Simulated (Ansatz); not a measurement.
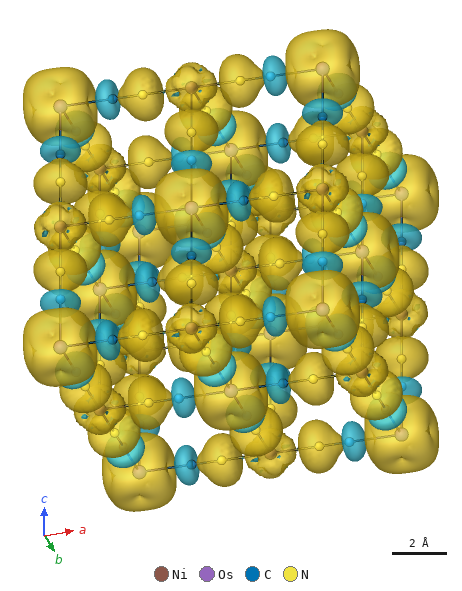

NiOsC6N6. Isosurfaces of the spin density (up minus down) at +0.004 (yellow) and −0.004 e/Å³ (cyan), seen at an oblique angle. Sticks mark near contacts.

Space group Fm-3m; a structure generated by program, which may or may not match a known phase; spin-polarised.

Theory: DFT PBE, scalar-relativistic, plane waves, PAW (Ansatz).

In a PAW calculation such maps are meaningful between the atoms, not at the nuclei.

NiOsC6N6, 56 atoms, a = 10.18 Å, b = 10.18 Å, c = 10.18 Å, α = 90.00°, β = 90.00°, γ = 90.00°.

Q: Which atoms carry the moments, and with what signs?

A: The spin density sits on Ni: +0.4 μB (×4) in one cell of 56 atoms, with smaller moments on other sites: Os (up to +0.19 μB): parallel main moments (a ferromagnetic arrangement) in this solution. The cell of the calculation (14 atoms) carries 1.0 μB of net spin moment.
